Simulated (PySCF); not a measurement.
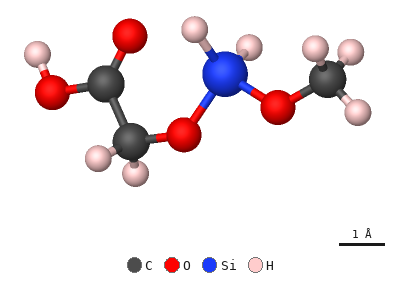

Starting structure of C$_{3}$H$_{8}$O$_{4}$Si. The picture is a ball-and-stick view, seen at a tilt.

The start comes from GFN2-xTB. Its atoms were then displaced at random by about 0.01 Å.

Level of theory: PBE0-D3(BJ)/def2-SVP geometry optimisation, gas phase (PySCF).

```xyz
16

C    -3.2182   -0.5191   -0.2052
O    -1.9258   -0.3056   -0.5977
Si   -0.6915   -0.1212    0.4152
O     0.4757    0.0587   -0.7480
C     1.7845    0.2823   -0.6482
C     2.2820    0.3476    0.7812
O     1.6065    0.1933    1.7543
O     3.6119    0.5835    0.8427
H    -3.8328   -0.6992   -1.0814
H    -3.3292   -1.3327    0.4986
H    -3.6427    0.3974    0.2899
H    -0.8594    1.0762    1.2512
H    -0.5415   -1.3223    1.2124
H     2.0271    1.2486   -1.1090
H     2.3422   -0.5125   -1.1583
H     3.8923    0.6225    1.7805
```

**What does the optimiser find from here?**

The largest move after the best rigid fit is that of H14, 0.14 Å. By element the largest moves are H 0.14 Å, C 0.09 Å, O 0.08 Å, Si 0.05 Å. Some distances before and after: O2–Si3 1.607 → 1.663 Å, Si3–H13 1.449 → 1.491 Å, O4–C5 1.331 → 1.372 Å, C1–O2 1.368 → 1.394 Å. Among the angles between lasting bonds that change: O2–Si3–O4 96.4° → 99.8°, H14–C5–H15 109.3° → 105.9°, O2–Si3–H12 111.4° → 108.4°. After 6 geometry steps the energy has fallen by 23.6 kJ/mol.

Final geometry:

```xyz
16

C    -3.2907   -0.5237   -0.1699
O    -1.9977   -0.2921   -0.6372
Si   -0.6909   -0.0890    0.3711
O     0.5209    0.0782   -0.7648
C     1.8701    0.3035   -0.6588
C     2.3401    0.3521    0.7724
O     1.5934    0.2266    1.7104
O     3.6482    0.5495    0.8884
H    -3.9517   -0.7239   -1.0277
H    -3.3477   -1.3993    0.5062
H    -3.7039    0.3472    0.3749
H    -0.9108    1.1418    1.1828
H    -0.5685   -1.3183    1.2052
H     2.1624    1.2585   -1.1365
H     2.4519   -0.4841   -1.1744
H     3.8558    0.5704    1.8358
```

The end point in the same view:

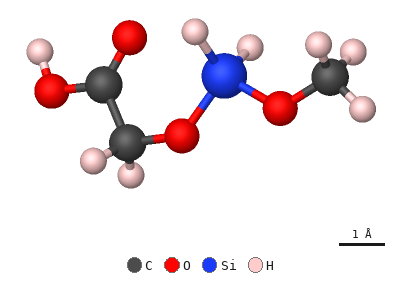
